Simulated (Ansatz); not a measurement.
**Molecular dynamics, with input and output: Si₂H₅Se (part 1 of 2)**

Si₂H₅Se, multiplicity 2, SMILES [SiH2][Se][SiH3], computed with UKS PBE-d3bjatm/6-31G* (Ansatz 0.2.0).

The geometry comes from this level: PBE0-D4/def2-TZVP.

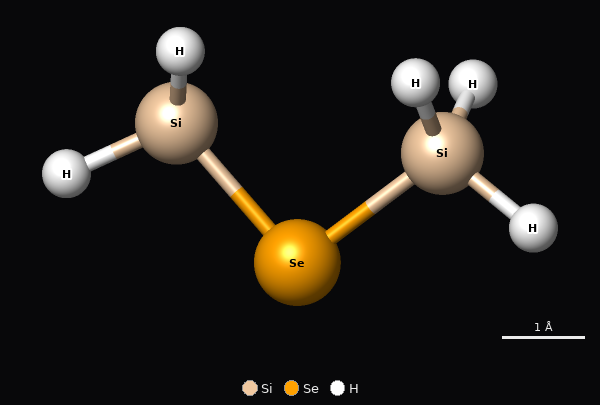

**Figure 1.** The starting structure (ball-and-stick view, seen at a tilt).

Input file
```yaml
crystal:
  periodic: [false, false, false]
  atoms:
    - {symbol: Si, position_ang: [-0.932079, 0.329819, -1.620576]}
    - {symbol: Se, position_ang: [-1.375103, -0.384789, 0.486901]}
    - {symbol: Si, position_ang: [0.816442, -0.529968, 1.110502]}
    - {symbol: H, position_ang: [-2.238120, 0.720295, -2.219225]}
    - {symbol: H, position_ang: [-0.002158, 1.496702, -1.599085]}
    - {symbol: H, position_ang: [1.508503, -1.606409, 0.359807]}
    - {symbol: H, position_ang: [0.808996, -0.844389, 2.559400]}
    - {symbol: H, position_ang: [1.505719, 0.761540, 0.866577]}
basis:
  gaussian: {orbitals: "6-31G*"}
magnetization: {spin_polarized: true, initial_magnetization: 1}
hamiltonian: {xc: {name: PBE}, dispersion: d3bjatm}
md: {timestep: 1 fs, n_steps: 20, ensemble: nvt_nose_hoover, temperature: 500, initial_velocities: maxwell_boltzmann, seed: 711}
```

Hardware: 4 threads of Arm Neoverse V2, 23 GiB of memory available, shared host.

Run as:
```bash
ansatz run in.yaml --threads 4 --pin off --events-out ev --progress --plain --max-ram 10444MiB
```

Log
```
Functional definition: PBE
  name "PBE"
  cite "Perdew, Burke & Ernzerhof, Phys. Rev. Lett. 77, 3865 (1996) doi:10.1103/PhysRevLett.77.3865"
  parent pbe
  parameter kappa = 0.804
  parameter beta = 0.06672455060314922
  exchange = pbe_x(kappa = kappa, mu = beta*pi^2/3)
  correlation = pbe_c(beta = beta)
1004 factors; their error is unknown
mean field evaluation 1: about -81158.2134 eV, gradient 1.0e1 eV
mean field evaluation 2: about -81158.8153 eV, gradient 5.6e0 eV
mean field evaluation 4: about -81159.0496 eV, gradient 7.3e-1 eV
mean field evaluation 8: about -81158.9528 eV, gradient 1.9e-1 eV
mean field evaluation 16: about -81158.9528 eV, gradient 5.4e-5 eV
mean field -81158.95280514 eV, -2982.5365040749 hartree, gradient 5.4e-5 eV, S^2 0.751734; 0 other end points of the search recorded, 0 dependent functions left out
the calculation of the forces begins
reference -81158.95284399 eV, -2982.5365055026 hartree; 34, 33 occupied and 49, 50 virtual orbitals, 1004 factors
md step     0: t =     0.00 fs  T =   500.0 K  F+E_penalty+E_count = -81159.16842125 eV  E_kin = 0.387780 eV  conserved = -81158.78064126 eV  (26 SCF iters)
these checks for a lower state are left out or cut short: starts, cluster_reference, orbital_swaps, neighbouring_geometries, increment
1004 factors; their error is unknown
mean field -81158.91199296 eV, -2982.5350042551 hartree, gradient 1.5e-5 eV, S^2 0.751747; 0 other end points of the search recorded, 0 dependent functions left out
[... from here on the field's lines of each further geometry are left out, up to the last ...]
md step     1: t =     1.00 fs  T =   450.2 K  F+E_penalty+E_count = -81159.12758822 eV  E_kin = 0.349141 eV  conserved = -81158.77844810 eV  (28 SCF iters, 3 dispersion substeps)
md step     2: t =     2.00 fs  T =   321.8 K  F+E_penalty+E_count = -81159.02319343 eV  E_kin = 0.249552 eV  conserved = -81158.77365009 eV  (29 SCF iters, 3 dispersion substeps)
md step     3: t =     3.00 fs  T =   202.0 K  F+E_penalty+E_count = -81158.92664074 eV  E_kin = 0.156634 eV  conserved = -81158.77003403 eV  (30 SCF iters, 3 dispersion substeps)
md step     4: t =     4.00 fs  T =   157.7 K  F+E_penalty+E_count = -81158.89233640 eV  E_kin = 0.122343 eV  conserved = -81158.77004965 eV  (30 SCF iters, 3 dispersion substeps)
md step     5: t =     5.00 fs  T =   192.5 K  F+E_penalty+E_count = -81158.92154458 eV  E_kin = 0.149270 eV  conserved = -81158.77237840 eV  (30 SCF iters, 3 dispersion substeps)
md step     6: t =     6.00 fs  T =   264.1 K  F+E_penalty+E_count = -81158.97919477 eV  E_kin = 0.204829 eV  conserved = -81158.77455264 eV  (30 SCF iters, 3 dispersion substeps)
md step     7: t =     7.00 fs  T =   327.1 K  F+E_penalty+E_count = -81159.02934046 eV  E_kin = 0.253697 eV  conserved = -81158.77596014 eV  (28 SCF iters, 3 dispersion substeps)
md step     8: t =     8.00 fs  T =   349.4 K  F+E_penalty+E_count = -81159.04748374 eV  E_kin = 0.270982 eV  conserved = -81158.77698457 eV  (30 SCF iters, 3 dispersion substeps)
md step     9: t =     9.00 fs  T =   311.7 K  F+E_penalty+E_count = -81159.01825658 eV  E_kin = 0.241773 eV  conserved = -81158.77714478 eV  (29 SCF iters, 3 dispersion substeps)
md step    10: t =    10.00 fs  T =   218.2 K  F+E_penalty+E_count = -81158.94347802 eV  E_kin = 0.169231 eV  conserved = -81158.77506702 eV  (29 SCF iters, 3 dispersion substeps)
md step    11: t =    11.00 fs  T =   115.7 K  F+E_penalty+E_count = -81158.85973210 eV  E_kin = 0.089759 eV  conserved = -81158.77090734 eV  (30 SCF iters, 3 dispersion substeps)
md step    12: t =    12.00 fs  T =    82.1 K  F+E_penalty+E_count = -81158.83106441 eV  E_kin = 0.063684 eV  conserved = -81158.76839397 eV  (30 SCF iters, 3 dispersion substeps)
md step    13: t =    13.00 fs  T =   159.5 K  F+E_penalty+E_count = -81158.89366084 eV  E_kin = 0.123702 eV  conserved = -81158.77108643 eV  (28 SCF iters, 3 dispersion substeps)
md step    14: t =    14.00 fs  T =   299.0 K  F+E_penalty+E_count = -81159.00733414 eV  E_kin = 0.231907 eV  conserved = -81158.77679454 eV  (30 SCF iters, 3 dispersion substeps)
md step    15: t =    15.00 fs  T =   397.4 K  F+E_penalty+E_count = -81159.08673861 eV  E_kin = 0.308227 eV  conserved = -81158.78026410 eV  (28 SCF iters, 3 dispersion substeps)
md step    16: t =    16.00 fs  T =   387.9 K  F+E_penalty+E_count = -81159.07763977 eV  E_kin = 0.300812 eV  conserved = -81158.77902786 eV  (29 SCF iters, 3 dispersion substeps)
md step    17: t =    17.00 fs  T =   289.4 K  F+E_penalty+E_count = -81158.99634386 eV  E_kin = 0.224483 eV  conserved = -81158.77446124 eV  (28 SCF iters, 3 dispersion substeps)
md step    18: t =    18.00 fs  T =   183.7 K  F+E_penalty+E_count = -81158.90995721 eV  E_kin = 0.142496 eV  conserved = -81158.77035573 eV  (30 SCF iters, 3 dispersion substeps)
md step    19: t =    19.00 fs  T =   145.5 K  F+E_penalty+E_count = -81158.87951221 eV  E_kin = 0.112824 eV  conserved = -81158.76980442 eV  (30 SCF iters, 3 dispersion substeps)
the calculation of the forces begins
reference -81158.70123969 eV, -2982.5272592151 hartree; 34, 33 occupied and 49, 50 virtual orbitals, 1004 factors
1004 factors; their error is unknown
mean field evaluation 192: about -81158.7012 eV, gradient 1.7e-5 eV
mean field -81158.70120057 eV, -2982.5272577775 hartree, gradient 1.1e-5 eV, S^2 0.751802; 1 other end points of the search recorded, 0 dependent functions left out
the calculation of the forces begins
reference -81158.70123969 eV, -2982.5272592151 hartree; 34, 33 occupied and 49, 50 virtual orbitals, 1004 factors
md step    20: t =    20.00 fs  T =   188.2 K  F+E_penalty+E_count = -81158.91463770 eV  E_kin = 0.145977 eV  conserved = -81158.77201994 eV  (29 SCF iters, 3 dispersion substeps)
```

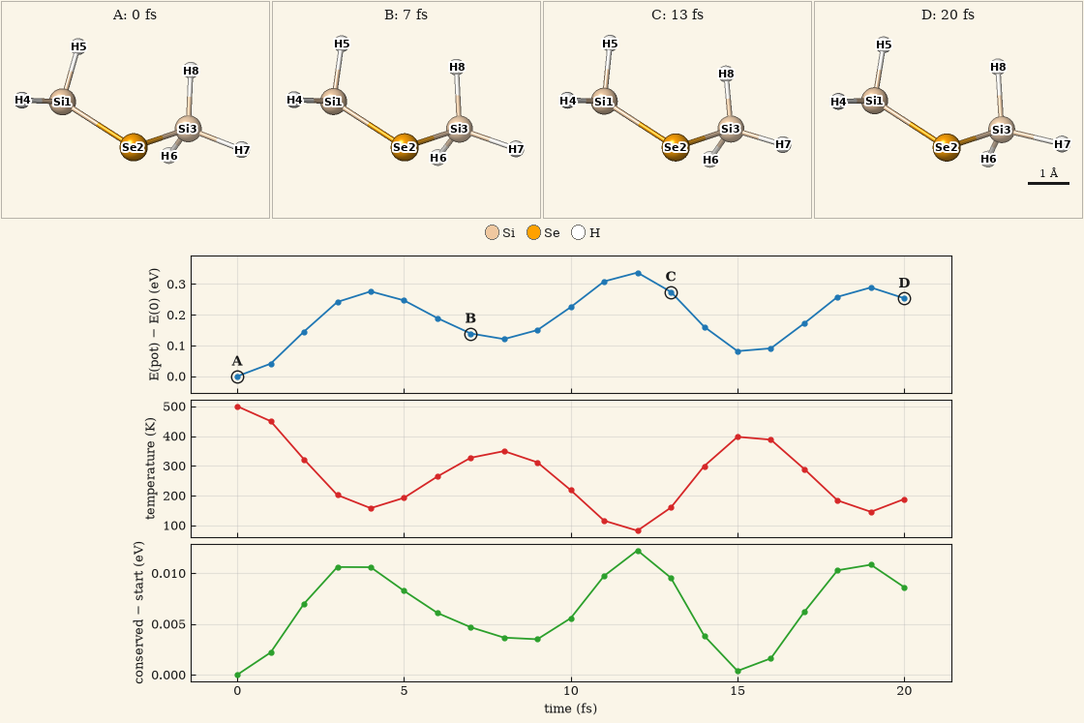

**Figure 2.** Frames of the molecular dynamics (ball-and-stick, seen at a tilt) above the curves, on which the letters mark them. The trajectory kept here has 21 frames over 20 fs. The temperature starts at 500 K, ranges from 82 to 500 K and averages 224 K over the second half. The potential energy ends 0.254 eV above its first value. The conserved quantity stays within 0.012 eV. After an unweighted best fit of the last frame on the first, the root-mean-square displacement is 0.12 Å.

```
Total energy: -81158.91467682 eV, -2982.5351028848 hartree
Atom 0 at    -0.941405     0.353231    -1.644716 Å, force    -0.676821    -0.404685    -0.192436 eV/Å
Atom 1 at    -1.366199    -0.390763     0.487797 Å, force    -0.360055     0.107991    -0.028839 eV/Å
Atom 2 at     0.801415    -0.542895     1.129151 Å, force     0.777796     2.103228     1.613457 eV/Å
Atom 3 at    -2.342476     0.741174    -2.087845 Å, force     0.272553    -0.017397    -0.053329 eV/Å
Atom 4 at    -0.022875     1.512429    -1.802825 Å, force     0.226983     0.313278     0.196686 eV/Å
Atom 5 at     1.474327    -1.663452     0.540832 Å, force     0.578971    -1.023007    -0.546595 eV/Å
Atom 6 at     0.883128    -0.684412     2.725368 Å, force    -0.156661     0.156400    -1.456049 eV/Å
Atom 7 at     1.571812     0.797871     0.674761 Å, force    -0.662765    -1.235809     0.467104 eV/Å
Dipole moment:     0.165379     0.020150    -0.047674 e Å
```

Trajectory as extended XYZ (Å, eV, eV/Å), 21 frames, from step=0 to step=20
```
8
Properties=species:S:1:pos:R:3:forces:R:3 step=0 time_fs=0.0 energy=-81159.16842 temperature=500.0
Si   -0.9321    0.3298   -1.6206    0.1467  -0.2380  -0.2286
Se   -1.3751   -0.3848    0.4869   -0.4096  -0.0775   0.2230
Si    0.8164   -0.5300    1.1105    0.0193  -0.0130   0.0053
H    -2.2381    0.7203   -2.2192   -0.2338   0.1003  -0.0955
H    -0.0022    1.4967   -1.5991    0.1546   0.2389  -0.0007
H     1.5085   -1.6064    0.3598    0.1510  -0.1807  -0.1200
H     0.8090   -0.8444    2.5594    0.0214  -0.0523   0.2497
H     1.5057    0.7615    0.8666    0.1505   0.2223  -0.0333
8
Properties=species:S:1:pos:R:3:forces:R:3 step=1 time_fs=1.0 energy=-81159.12759 temperature=450.2
Si   -0.9319    0.3311   -1.6201   -0.0956  -0.3395  -0.3168
Se   -1.3741   -0.3851    0.4867   -0.4379  -0.0546   0.2227
Si    0.8151   -0.5325    1.1103   -0.0748   1.0478   0.9199
H    -2.2466    0.7265   -2.2127   -0.1391   0.0492  -0.0534
H    -0.0119    1.4934   -1.6316    0.2793   0.3677   0.0453
H     1.4794   -1.5810    0.3741    0.5466  -0.7773  -0.4991
H     0.8007   -0.8428    2.6027    0.0611   0.1004  -0.4483
H     1.5117    0.7974    0.8378   -0.1397  -0.3937   0.1298
8
Properties=species:S:1:pos:R:3:forces:R:3 step=2 time_fs=2.0 energy=-81159.02319 temperature=321.8
Si   -0.9317    0.3322   -1.6196   -0.2993  -0.3679  -0.4073
Se   -1.3731   -0.3855    0.4866   -0.4635  -0.0308   0.2233
Si    0.8137   -0.5348    1.1104   -0.1965   1.9248   1.6291
H    -2.2563    0.7331   -2.2068   -0.0254  -0.0065  -0.0029
H    -0.0190    1.4936   -1.6637    0.3476   0.4280   0.0852
H     1.4554   -1.5630    0.3837    0.8822  -1.2908  -0.8256
H     0.7931   -0.8402    2.6418    0.0990   0.2016  -0.9712
H     1.5163    0.8294    0.8103   -0.3441  -0.8584   0.2694
8
Properties=species:S:1:pos:R:3:forces:R:3 step=3 time_fs=3.0 energy=-81158.92664 temperature=202.0
Si   -0.9317    0.3332   -1.6194   -0.4302  -0.3128  -0.4945
Se   -1.3721   -0.3859    0.4865   -0.4878  -0.0067   0.2233
Si    0.8122   -0.5363    1.1111   -0.2189   2.4009   1.9880
H    -2.2663    0.7397   -2.2008    0.0864  -0.0592   0.0458
H    -0.0228    1.4979   -1.6949    0.3459   0.4024   0.1240
H     1.4400   -1.5574    0.3854    1.0351  -1.5217  -0.9585
H     0.7863   -0.8357    2.6715    0.1317   0.2556  -1.3042
H     1.5176    0.8532    0.7853   -0.4622  -1.1585   0.3761
8
Properties=species:S:1:pos:R:3:forces:R:3 step=4 time_fs=4.0 energy=-81158.89234 temperature=157.7
Si   -0.9318    0.3340   -1.6193   -0.4758  -0.1856  -0.5745
Se   -1.3712   -0.3862    0.4864   -0.5113   0.0168   0.2209
Si    0.8107   -0.5371    1.1125   -0.0658   2.3735   1.9361
H    -2.2755    0.7457   -2.1945    0.1787  -0.1029   0.0845
H    -0.0233    1.5061   -1.7250    0.2791   0.2965   0.1667
H     1.4344   -1.5663    0.3779    0.9445  -1.3611  -0.8186
H     0.7809   -0.8287    2.6887    0.1575   0.2721  -1.4637
H     1.5145    0.8660    0.7639   -0.5068  -1.3094   0.4486
```
